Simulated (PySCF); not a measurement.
**Single-point calculation, with input and output: SiCl$_{3}$F**

The run: single-point calculation of SiCl$_{3}$F. Method and program: CCSD(T)/6-31G, RHF (PySCF 2.14.0).

The geometry comes from this level: GFN2-xTB.

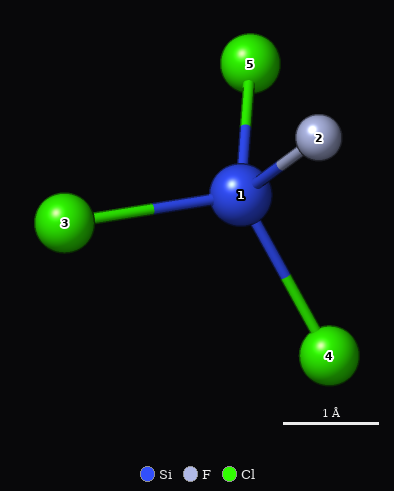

The structure as given in the input (ball-and-stick view, seen at a tilt; atoms are numbered from 1 in the order of the input).

The input (run.py):
```python
from pyscf import gto, scf, cc

mol = gto.M(
    atom=[
    ('Si', (0.001240, 0.000280, 0.001110)),
    ('F', (0.008020, -0.015930, 1.611740)),
    ('Cl', (1.917960, 0.008800, -0.546760)),
    ('Cl', (-0.968370, 1.664060, -0.517190)),
    ('Cl', (-0.958850, -1.657200, -0.548890)),
],
    max_memory=1860,
    basis='6-31g',
    charge=0,
    verbose=3,
    spin=0,
)

myscf = scf.RHF(mol)
myscf.conv_tol = 1e-10
myscf.kernel()
if not myscf.converged:
    myscf = myscf.newton().run(myscf.mo_coeff, myscf.mo_occ)

mycc = cc.CCSD(myscf, frozen=21)
mycc.kernel()
e_t = mycc.ccsd_t()
energy = mycc.e_tot + e_t
print('E(%s) = %.9f' % ('CCSD(T)', energy))
myscf.analyze()
```

Run on 1 thread of Intel Xeon @ 2.50GHz (Skylake/Cascade Lake), 189 GiB of memory available, shared host.

Launch command:
```bash
OMP_NUM_THREADS=1 python run.py
```

The program's output:
```
converged SCF energy = -1766.81061954993
E(CCSD) = -1767.118003543375  E_corr = -0.3073839934437795
CCSD(T) correction = -0.00613217157163137
E(CCSD(T)) = -1767.124135715
**** MO energy ****
MO #1   energy= -104.870690168458  occ= 2
MO #2   energy= -104.870412546885  occ= 2
MO #3   energy= -104.870335752044  occ= 2
MO #4   energy= -69.0144811183284  occ= 2
MO #5   energy= -26.3356498397645  occ= 2
MO #6   energy= -10.6172334370585  occ= 2
MO #7   energy= -10.6169379931514  occ= 2
MO #8   energy= -10.6169211645399  occ= 2
MO #9   energy= -8.0856783003822   occ= 2
MO #10  energy= -8.08538154253845  occ= 2
MO #11  energy= -8.0853680368813   occ= 2
MO #12  energy= -8.08083617088338  occ= 2
MO #13  energy= -8.08081671773554  occ= 2
MO #14  energy= -8.08054417128879  occ= 2
MO #15  energy= -8.08052601621748  occ= 2
MO #16  energy= -8.08052073298738  occ= 2
MO #17  energy= -8.08050250701829  occ= 2
MO #18  energy= -6.37710685915872  occ= 2
MO #19  energy= -4.48254520986295  occ= 2
MO #20  energy= -4.48252935228694  occ= 2
MO #21  energy= -4.48137474136959  occ= 2
MO #22  energy= -1.6438905519083   occ= 2
MO #23  energy= -1.22360331440926  occ= 2
MO #24  energy= -1.16905153468381  occ= 2
MO #25  energy= -1.16874157200397  occ= 2
MO #26  energy= -0.802414505819705 occ= 2
MO #27  energy= -0.7174315698962   occ= 2
MO #28  energy= -0.717397927228542 occ= 2
MO #29  energy= -0.687095924243796 occ= 2
MO #30  energy= -0.604045473306883 occ= 2
MO #31  energy= -0.603852334532545 occ= 2
MO #32  energy= -0.55127887896119  occ= 2
MO #33  energy= -0.534991729393818 occ= 2
MO #34  energy= -0.534848488985323 occ= 2
MO #35  energy= -0.517141217193199 occ= 2
MO #36  energy= -0.516949759886534 occ= 2
MO #37  energy= -0.508362077680556 occ= 2
MO #38  energy= 0.0763215987379846 occ= 0
MO #39  energy= 0.159646609791624  occ= 0
MO #40  energy= 0.172312277583116  occ= 0
MO #41  energy= 0.173094881480244  occ= 0
MO #42  energy= 0.241767873647351  occ= 0
MO #43  energy= 0.327086754565573  occ= 0
MO #44  energy= 0.327240804217757  occ= 0
MO #45  energy= 0.407196522188242  occ= 0
MO #46  energy= 0.572574380293593  occ= 0
MO #47  energy= 0.572611917787686  occ= 0
MO #48  energy= 0.582662219209214  occ= 0
MO #49  energy= 0.598245026792976  occ= 0
MO #50  energy= 0.598569212867941  occ= 0
MO #51  energy= 0.691323210913309  occ= 0
MO #52  energy= 0.698550797822014  occ= 0
MO #53  energy= 0.705158702281659  occ= 0
MO #54  energy= 0.705365020879999  occ= 0
MO #55  energy= 0.818559590171615  occ= 0
MO #56  energy= 0.818936059745187  occ= 0
MO #57  energy= 0.864630204174661  occ= 0
MO #58  energy= 1.59893416957969   occ= 0
MO #59  energy= 1.59979049013782   occ= 0
MO #60  energy= 1.6771580424051    occ= 0
MO #61  energy= 2.12571959553854   occ= 0
 ** Mulliken atomic charges  **
charge of    0Si =      1.18045
charge of    1F =     -0.52056
charge of    2Cl =     -0.21963
charge of    3Cl =     -0.22026
charge of    4Cl =     -0.22000
Dipole moment(X, Y, Z, Debye):  0.00847,  0.01445, -1.29613
```

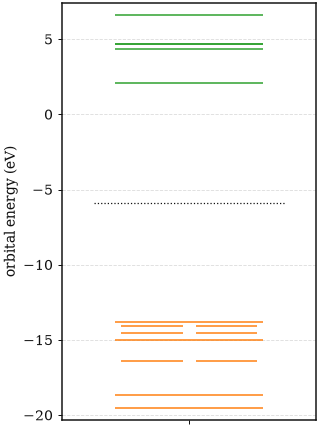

Orbital energies near the frontier (SCF reference); the dotted line parts filled from empty levels, and levels within 0.02 eV of each other stand side by side. Highest filled −13.83 eV, lowest empty 2.08 eV, 15.91 eV apart.

Summary:

- outcome: converged
- total energy: −1767.124136 hartree
- SCF energy: −1766.810620 hartree
- correlation energy: −0.313516 hartree
- (T) correction: −0.006132 hartree
- basis functions: 61
- T1 diagnostic: 0.011
- HOMO of the SCF reference: −13.83 eV
- LUMO of the SCF reference: 2.08 eV
- wall time: 9.3 s
- peak memory: 0.16 GiB
